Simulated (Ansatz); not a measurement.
# Work function of Na(100): what the settings cost and change, part 2 of 2

How far do functional and pseudopotentials move the work function of Na(100), and at what cost?

Ansatz 0.2.0; plane-wave DFT, PBE, Ansatz PAW (the session's first sound run).

So far, work function, upper face (eV): step 2 (slab, setting PBE, Ansatz PAW (420 eV)) 2.67; step 4 (PBEsol) 2.68; step 5 (RPBE) 2.60; step 6 (r2SCAN) 2.66; step 7 (PBE JTH) 2.67.

## (8) Slab

This step: plane-wave DFT, PBE, norm-conserving (Ansatz 0.2.0).

Input file input.yaml:

```yaml
crystal:
  lattice:
    - [4.23, 0.0, 0.0]
    - [0.0, 4.23, 0.0]
    - [0.0, 0.0, 30.69]
  atoms:
    - { symbol: Na, position: [0.0, 0.0, 0.293255132] }
    - { symbol: Na, position: [0.5, 0.5, 0.362170088] }
    - { symbol: Na, position: [0.0, 0.0, 0.431085044] }
    - { symbol: Na, position: [0.5, 0.5, 0.5] }
    - { symbol: Na, position: [0.0, 0.0, 0.568914956] }
    - { symbol: Na, position: [0.5, 0.5, 0.637829912] }
    - { symbol: Na, position: [0.0, 0.0, 0.706744868] }
kpoints:
  mp_grid: { grid: [10, 10, 1] }
hamiltonian:
  xc: pbe
  pseudopotentials: { kind: nc }
scf:
  occupations: { method: fermi_dirac, width: 0.1 }
  convergence: { dr2_threshold: 1.0e-09 }
efield:
  axis: 3
  dipole_correction: true
  ramp_position: 0.97
  ramp_width: 0.06
output:
  write_potential: true
  write_density: true
  volumetric_format: npy
```

Started as:

```
$ ansatz run input.yaml --threads 2 --pin off --max-ram 3072MiB --backend cpu --events-out ev --progress --plain --runs-dir out
```

Numbers of over 12 decimals in the logs are rounded to 6 here.

Output:

```text
[...]
Crystal: 7 atoms, lattice volume = 549.133 Å³
Basis set: ecut = 1197.300995 eV, 51489 PW (Γ)
Bands: 39, of which v1, the nominal top of the filled ones, is band 32 counted from 1 (31 counted from 0)
Symmetry: 8 space group operations
k-points: 21 of 100
[...]
k-point 1: bands = [... 28 lower, -3.5787, -3.1863, -2.5424, -1.6909, -0.7240, 0.2470, 1.1605, 1.9387, ... 3 higher]
  k-point 2: bands = [... 28 lower, -3.3199, -2.9290, -2.2876, -1.4391, -0.4764, 0.4859, 1.3658, 1.6423, ... 3 higher]
  k-point 20: bands = [... 28 lower, 0.3039, 0.3039, 0.6584, 0.6584, 0.7363, 0.7836, 1.0644, 1.2256, ... 3 higher]
[key lines of the parts left out:]
SCF converged after 8 iterations
Free energy (F): -8707.163386 eV
Fermi energy:    -0.549558 eV
Dipole field:    D = -0.000000 V/Å  (p = -0.000001 e·Å, saw-weighted, corrected)
Work function:   Φ+ = 2.6648 eV   Φ− = 2.6648 eV
```

The job ended after 73 s (2 threads of Arm Neoverse V2, shared host; peak memory 2.1 GiB).

The work function is 2.665 eV, -0.000 eV from the run “PBE, Ansatz PAW (420 eV)”, at 3.4 times its CPU time.

## (9) Run

This step: plane-wave DFT, LDA, norm-conserving (Ansatz 0.2.0).

Edit input.yaml of step 8 so:

```diff
@@ -16,3 +16,3 @@
 hamiltonian:
-  xc: pbe
+  xc: lda
   pseudopotentials: { kind: nc }
```

Output:

```text
[...]
Crystal: 7 atoms, lattice volume = 549.133 Å³
Basis set: ecut = 1197.300995 eV, 51489 PW (Γ)
Bands: 39, of which v1, the nominal top of the filled ones, is band 32 counted from 1 (31 counted from 0)
Symmetry: 8 space group operations
k-points: 21 of 100
[...]
k-point 1: bands = [... 28 lower, -3.7183, -3.3266, -2.6819, -1.8272, -0.8559, 0.1134, 1.0255, 1.8459, ... 3 higher]
  k-point 2: bands = [... 28 lower, -3.4596, -3.0694, -2.4272, -1.5754, -0.6081, 0.3538, 1.2371, 1.5048, ... 3 higher]
  k-point 20: bands = [... 28 lower, 0.1895, 0.1895, 0.5415, 0.5415, 0.5654, 0.6132, 0.8965, 1.0612, ... 3 higher]
[key lines of the parts left out:]
SCF converged after 8 iterations
Free energy (F): -8687.981897 eV
Fermi energy:    -0.686385 eV
Dipole field:    D = -0.000000 V/Å  (p = -0.000001 e·Å, saw-weighted, corrected)
Work function:   Φ+ = 2.7760 eV   Φ− = 2.7760 eV
```

It took 72 s on 2 threads; peak memory 2 GiB.

The work function is 2.776 eV, +0.111 eV from the run “PBE, Ansatz PAW (420 eV)”, at 3.3 times its CPU time.

## (10) Slab, setting PBE, all layers relaxed

This step: plane-wave DFT, PBE, Ansatz PAW (Ansatz 0.2.0).

Edit input.yaml of step 9 so:

```diff
@@ -16,4 +16,3 @@
 hamiltonian:
-  xc: lda
-  pseudopotentials: { kind: nc }
+  xc: pbe
 scf:
@@ -26,2 +25,5 @@
   ramp_width: 0.06
+relax:
+  f_tol: 0.01
+  max_steps: 40
 output:
```

Output:

```text
[...]
Crystal: 7 atoms, lattice volume = 549.133 Å³
Basis set: ecut = 420 eV, 10587 PW (Γ), exchange–correlation on 60×60×432 points (8 copies of the dense FFT grid, shifted against one another)
Bands: 39, of which v1, the nominal top of the filled ones, is band 32 counted from 1 (31 counted from 0)
Symmetry: 8 space group operations
k-points: 21 of 100
[...]
- { symbol: Na, position: [0.500000, 0.500000, 0.365679] }
    - { symbol: Na, position: [2.1995401060614553e-18, 0, 0.432645] }
    - { symbol: Na, position: [0.500000, 0.500000, 0.500000] }
    - { symbol: Na, position: [-2.1995353631047236e-18, 0, 0.567355] }
    - { symbol: Na, position: [0.500000, 0.500000, 0.634321] }
    - { symbol: Na, position: [-6.1452429644135486e-18, 0, 0.702385] }
[key lines of the parts left out:]
SCF converged after 8 iterations
Free energy (F): -10404.469882 eV
Fermi energy:    -0.518925 eV
Dipole field:    D = -0.000000 V/Å  (p = -0.000000 e·Å, saw-weighted, corrected)
Work function:   Φ+ = 2.6585 eV   Φ− = 2.6585 eV
```

Wall time 42 s (2 threads); peak memory 0.77 GiB; 84 s of CPU time.

The relaxation took 3 steps and lowered the energy by 0.0023 eV; the largest force on the free atoms ends at 0.0020 eV/Å.

The work function is 2.659 eV, -0.007 eV from the run “PBE, Ansatz PAW (420 eV)”, at 2.0 times its CPU time.

## (11) Side by side

Times are for 2 threads of Arm Neoverse V2, shared host. Results by setting:

```csv
no.,setting,"work function, upper face (eV)",time,memory (GiB)
1,"PBE, Ansatz PAW (420 eV)",2.665,22 s,0.84
2,"LDA, Ansatz PAW (420 eV)",2.777,21 s,0.82
3,"PBEsol, Ansatz PAW (420 eV)",2.679,21 s,0.84
4,"RPBE, Ansatz PAW (420 eV)",2.599,23 s,0.84
5,"r2SCAN, Ansatz PAW (500 eV)",2.665,52 s,1.6
6,"PBE, JTH PAW (1440 eV)",2.666,1.9 min,2.4
7,"PBE, norm-conserving (1197 eV)",2.665,73 s,2.1
8,"LDA, norm-conserving (1197 eV)",2.776,72 s,2.0
9,"PBE, all layers relaxed",2.659,42 s,0.77
```

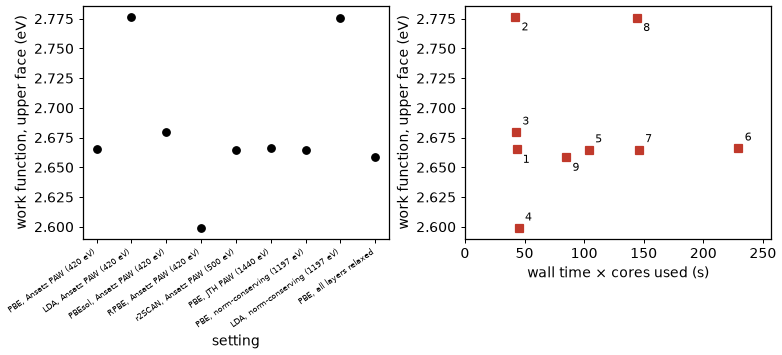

The series as plots; the last panel sets the first result against cost, with the runs numbered as in the table.

## (12) Results

- work function, PBE, Ansatz PAW (420 eV): 2.665 eV
- work function, LDA, Ansatz PAW (420 eV): 2.777 eV
- work function, RPBE, Ansatz PAW (420 eV): 2.599 eV
- work function, r2SCAN, Ansatz PAW (500 eV): 2.665 eV
- work function, PBE, all layers relaxed: 2.659 eV

What this shows: PBE on the default files gives 2.67 eV, and the settings tried spread the value from 2.60 to 2.78 eV. At one geometry LDA lies 0.11 eV above PBE. The choice of pseudopotentials moves the PBE value by 0.001 eV. Relaxing the layers changes it by -0.007 eV. The ladder's slabs use the tabulated experimental lattice constant (two decimals; a low-temperature value for the alkali metals).

[Logs are printed without paths, hosts, clocks, repeated set-up lines and the standing remarks that a program may print on its own settings, such as how far it seeks lower states.]

[Hosts, paths, dates, database ids (printed as entryN), source tags and the programs' standing remarks are cut or masked in the printed files.]

[Maps of the electrostatic potential energy from Ansatz leave out the sawtooth potential of an applied field or a dipole correction, so their vacuum need not be flat; planar profiles and work functions include it.]
